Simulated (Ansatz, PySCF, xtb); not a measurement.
Potential energy curve for SMILES [SiH3]F (H₃FSi), singlet. The Si1–H5 bond (Si1 also carries F, H, H; H5 carries nothing else) is varied alone, starting from the PBE0/def2-TZVP optimised geometry.

```
5

Si     0.0000     0.0000     0.0000
F     -1.3335    -0.7269    -0.5027
H      0.0000     1.3871    -0.5209
H      1.1660    -0.7515    -0.5208
H      0.0000     0.0000     1.4817
```

Computed with: UKS-LDA (SVWN5) = PySCF with unrestricted LDA (SVWN5)/cc-pVDZ; GFN1-xTB (xtb); UKS-PBE = unrestricted PBE/cc-pVDZ (Ansatz, an electronic-structure program); RKS-LDA (SVWN5) = restricted LDA (SVWN5)/cc-pVDZ (PySCF).

Energies are in mEh, each relative to the lowest point of its own curve near equilibrium.

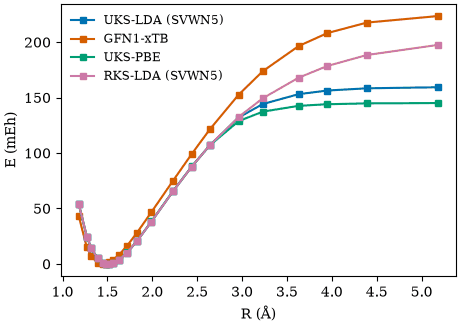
Energy against bond length for each method.

```
R / Å  UKS-LDA (SVWN5)  GFN1-xTB  UKS-PBE  RKS-LDA (SVWN5)
-----  ---------------  --------  -------  ---------------
1.18              54.1      43.2     54.0             54.1
1.27              24.7      15.0     24.5             24.7
1.32              14.3       6.9     14.1             14.3
1.39               5.1       1.2      5.0              5.1
1.45               1.1       0.0      1.0              1.1
1.48               0.2       0.4      0.2              0.2
1.52               0.0       1.6      0.0              0.0
1.56               0.7       3.6      0.7              0.7
1.63               3.8       8.4      3.9              3.8
1.72              10.3      16.5     10.4             10.3
1.83              20.6      28.3     20.8             20.6
1.99              38.1      46.8     38.3             38.1
2.23              65.4      75.0     65.6             65.4
2.44              87.9      99.3     88.0             87.9
2.64             107.0     121.3    106.9            107.0
2.96             132.0     152.5    128.7            132.5
3.23             144.2     173.8    137.3            149.4
3.63             153.1     196.5    142.6            168.0
3.95             156.4     208.2    144.0            178.5
4.39             158.4     217.7    144.8            188.4
5.18             159.4     223.5    145.1            197.5
```

At the longest distance, 5.18 Å, GFN1-xTB lies highest above its minimum (223.5 mEh) and UKS-PBE lowest (145.1 mEh).

The unrestricted determinant behind UKS-LDA (SVWN5), UKS-PBE is spin-contaminated at 2.96 to 5.18 Å (<S²> up to 1.0, against 0.00 for a pure singlet). At the longest distance RKS-LDA (SVWN5) leaves fractional charges on the fragments, a sign of delocalisation error or of the restricted form. The restricted form behind RKS-LDA (SVWN5) keeps the bonding electrons paired and can't separate into open-shell fragments.
